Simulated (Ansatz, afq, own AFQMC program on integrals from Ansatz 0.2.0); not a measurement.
# HBrF (doublet): AFQMC on the coupled-cluster ladder at distance Br1–H2 along a hydrogen transfer = 1.421 Å, cc-pVTZ, part 2 of 2

Ansatz 0.2.0, Gaussian basis, and an in-house AFQMC program (afq) on its integrals; all values are calculated; cc-pVTZ, frozen cores.

## 12. Phaseless AFQMC, CISD trial on UHF

It reads the integrals that the CCSD(T) run on this determinant wrote.

The run is started by

```bash
$ afq ham --method phaseless --trial cisd --walkers 2500 --populations 20 --least-time 60 --time-step 0.005 --steps-per-block 50 --equilibration-blocks 28 --max-blocks 4000 --target-error 0.00023 --factor-cut 1e-05 --start spin_pure --seed 5760 --release-times 0.24,0.51,0.99,1.5 --release-step 0.03 --release-every 4 --taylor-order 6
```

The program printed:

```text
orbitals 72  electrons 8 7  factors 480 of 542
reference energy -2672.43888406 Eh
CCSD correlation -0.41183952 Eh in 12 cycles, weight of the determinant in the CISD state 0.8822
energy of the start -2672.850394 Eh
 block  time / (1/Eh)  mean weight  energy / Eh
     1     0.250  1.0000  -2672.847310
     2     0.500  0.9998  -2672.852589
     3     0.750  0.9998  -2672.856948
     4     1.000  1.0000  -2672.858868
     5     1.250  1.0000  -2672.860308
     6     1.500  1.0000  -2672.861998
     7     1.750  1.0000  -2672.861226
     8     2.000  1.0003  -2672.862513
     9     2.250  0.9993  -2672.861405
    10     2.500  0.9996  -2672.861660
    11     2.750  0.9996  -2672.861722
    12     3.000  1.0008  -2672.861963
    13     3.250  1.0001  -2672.861291
    14     3.500  1.0004  -2672.861431
    15     3.750  1.0001  -2672.861750
    16     4.000  0.9995  -2672.862087
    17     4.250  1.0004  -2672.862896
    18     4.500  1.0009  -2672.861829
    19     4.750  0.9998  -2672.862485
    20     5.000  0.9995  -2672.863126
    21     5.250  0.9999  -2672.863283
    22     5.500  0.9999  -2672.863662
    23     5.750  1.0001  -2672.862680
    24     6.000  1.0004  -2672.862940
    25     6.250  1.0002  -2672.863422
    26     6.500  0.9994  -2672.863632
    27     6.750  0.9995  -2672.863068
    28     7.000  0.9995  -2672.863182
    29     7.250  1.0003  -2672.863072
    30     7.500  1.0002  -2672.863188
    31     7.750  1.0002  -2672.860954
    32     8.000  0.9999  -2672.862784
    33     8.250  0.9998  -2672.863311
    34     8.500  1.0001  -2672.863588
    35     8.750  0.9998  -2672.862772
    36     9.000  0.9992  -2672.863284
    37     9.250  1.0004  -2672.862556
    38     9.500  0.9998  -2672.861934
    39     9.750  0.9994  -2672.862985
    40    10.000  1.0002  -2672.862766
    41    10.250  0.9987  -2672.862497
    42    10.500  1.0001  -2672.861886
    43    10.750  1.0003  -2672.861932
    44    11.000  0.9995  -2672.862349
    45    11.250  0.9985  -2672.861475
    46    11.500  0.9998  -2672.861583
    47    11.750  0.9997  -2672.861626
    48    12.000  1.0002  -2672.860645
    49    12.250  1.0000  -2672.861126
    50    12.500  1.0000  -2672.860985
    51    12.750  0.9999  -2672.863209
    52    13.000  0.9999  -2672.863423
    53    13.250  0.9996  -2672.861521
    54    13.500  0.9992  -2672.861066
    55    13.750  1.0007  -2672.862144
    56    14.000  1.0002  -2672.861082
    57    14.250  1.0003  -2672.861441
    58    14.500  1.0004  -2672.860479
    59    14.750  0.9995  -2672.862535
    60    15.000  0.9998  -2672.861930
    61    15.250  0.9998  -2672.862325
    62    15.500  0.9992  -2672.862835
    63    15.750  1.0000  -2672.862224
    64    16.000  0.9997  -2672.861668
    65    16.250  0.9999  -2672.863069
    66    16.500  0.9998  -2672.864359
    67    16.750  1.0002  -2672.863847
    68    17.000  1.0006  -2672.862527
    69    17.250  1.0000  -2672.861811
    70    17.500  0.9996  -2672.863415
    71    17.750  1.0000  -2672.862588
    72    18.000  0.9997  -2672.861853
    73    18.250  1.0003  -2672.861956
    74    18.500  1.0000  -2672.861173
    75    18.750  1.0006  -2672.861500
    76    19.000  1.0003  -2672.861588
    77    19.250  1.0008  -2672.862140
    78    19.500  1.0007  -2672.864538
error from the spread of 20 populations
released: time / (1/Eh)  energy / Eh  error  mean overlap
  0.24  -2672.862478  0.000228  0.9992
  0.51  -2672.862874  0.000198  0.9914
  0.99  -2672.863119  0.000229  0.9965
  1.50  -2672.863004  0.000541  0.9814
energy -2672.862271 +/- 0.000209 Eh
```

Wall time 72 s (1 × NVIDIA H100 80GB HBM3 with 2 threads of AMD EPYC 7R13 (Zen 3), shared host); peak host memory 1.7 GiB.

Energy -72732.2876 ± 0.0057 eV. Caveats: constraint bias not in the error.

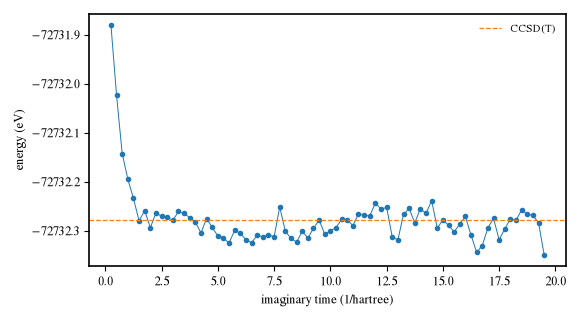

Block energies along the walk.

## 13. Phaseless AFQMC, single-determinant trial on UHF

It reads the integrals that the CCSD(T) run on this determinant wrote.

The run is started by

```bash
$ afq ham --method phaseless --trial hf --walkers 2500 --populations 20 --least-time 40 --time-step 0.005 --steps-per-block 20 --equilibration-blocks 112 --max-blocks 4000 --target-error 0.00115 --factor-cut 1e-05 --start spin_pure --seed 6462 --taylor-order 6
```

The program printed:

```text
orbitals 72  electrons 8 7  factors 480 of 542
reference energy -2672.43888406 Eh
CCSD correlation -0.41183952 Eh in 12 cycles, weight of the determinant in the CISD state 0.8822
energy of the start -2672.439175 Eh
 block  time / (1/Eh)  mean weight  energy / Eh
     1     0.100  1.0025  -2672.598078
     2     0.200  1.0035  -2672.680953
     3     0.300  1.0035  -2672.728856
     4     0.400  1.0025  -2672.755900
     5     0.500  1.0024  -2672.781828
     6     0.600  1.0019  -2672.799108
     7     0.700  1.0018  -2672.814795
     8     0.800  1.0009  -2672.820928
     9     0.900  1.0006  -2672.825073
    10     1.000  1.0003  -2672.832268
    11     1.100  1.0009  -2672.831659
    16     1.600  1.0000  -2672.851910
    21     2.100  0.9998  -2672.860894
    26     2.600  0.9998  -2672.867427
    31     3.100  0.9993  -2672.861074
    36     3.600  1.0007  -2672.855640
    41     4.100  1.0002  -2672.857522
    46     4.600  0.9997  -2672.862910
    51     5.100  1.0000  -2672.873145
    56     5.600  0.9994  -2672.860429
    61     6.100  1.0004  -2672.862856
    66     6.600  1.0001  -2672.868335
    71     7.100  0.9996  -2672.864753
    76     7.600  0.9999  -2672.858465
    81     8.100  1.0000  -2672.868411
    86     8.600  1.0004  -2672.858265
    91     9.100  0.9992  -2672.863860
    96     9.600  0.9998  -2672.858482
   101    10.100  1.0000  -2672.857521
   106    10.600  1.0001  -2672.856509
   111    11.100  1.0000  -2672.853831
   116    11.600  0.9998  -2672.861468
   121    12.100  0.9995  -2672.861083
   126    12.600  0.9994  -2672.861338
   131    13.100  0.9998  -2672.855714
   136    13.600  0.9998  -2672.859278
   141    14.100  1.0004  -2672.862507
   146    14.600  1.0006  -2672.860444
   151    15.100  0.9999  -2672.850873
   156    15.600  1.0006  -2672.869486
   161    16.100  0.9990  -2672.872339
   166    16.600  1.0007  -2672.864391
   171    17.100  1.0000  -2672.857202
   176    17.600  1.0003  -2672.858382
   181    18.100  0.9991  -2672.860028
   186    18.600  0.9999  -2672.851806
   191    19.100  1.0001  -2672.856894
   196    19.600  0.9996  -2672.859656
   201    20.100  0.9988  -2672.854744
   206    20.600  0.9991  -2672.860425
   211    21.100  1.0004  -2672.860537
   216    21.600  0.9997  -2672.863832
   221    22.100  1.0002  -2672.863679
error from the spread of 20 populations
energy -2672.860081 +/- 0.001129 Eh
```

Run time: 25 s. Hardware: 1 × NVIDIA H100 80GB HBM3 with 2 threads of AMD EPYC 7R13 (Zen 3), shared host; peak host memory 1.7 GiB.

Energy -72732.2281 ± 0.0307 eV. Caveats: constraint bias not in the error.

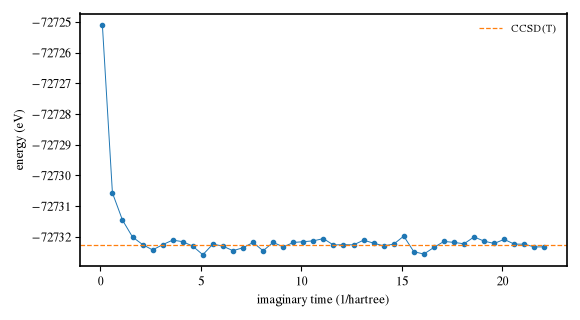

Block energies along the walk.

## 14. All levels side by side

On the UHF determinant, counted from CCSDT(Q) (a yardstick, not exact):

```csv
level,energy (eV),from CCSDT(Q) (meV),statistical error (meV),time
HF,-72720.7667,+11544.4,,
MP2,-72731.1271,+1184.0,,
CCSD,-72731.9734,+337.7,,
CCSD(T),-72732.2775,+33.6,,
CCSDT(Q),-72732.3111,0.0,,
"Phaseless AFQMC, CISD trial, step 0.005, 2500 walkers",-72732.2876,+23.5,5.7,72 s
"Phaseless AFQMC, single-determinant trial, step 0.005, 2500 walkers",-72732.2281,+83.0,30.7,25 s
```

The functionals' totals stand on their own zeros and serve differences with other points: PBE -72765.932 eV; r2SCAN -72777.321 eV; PBE0 -72768.013 eV; B3LYP -72779.653 eV; wB97M-V -72773.901 eV; B2PLYP -72765.834 eV.

## 15. Summary of results

What follows sums up all 2 parts.

```
                                                      quantity             value
                                  CCSD(T) on UHF from CCSDT(Q)         +33.6 meV
              Phaseless AFQMC, CISD trial on UHF from CCSDT(Q)   +23.5 ± 5.7 meV
Phaseless AFQMC, single-determinant trial on UHF from CCSDT(Q)  +83.0 ± 30.7 meV
```

What this shows: On UHF the phaseless walk with the CISD trial lies +23.5 meV from CCSDT(Q), 4 times its error bar. Error bars are statistical and leave out the constraint, the time step and what remains of the start.
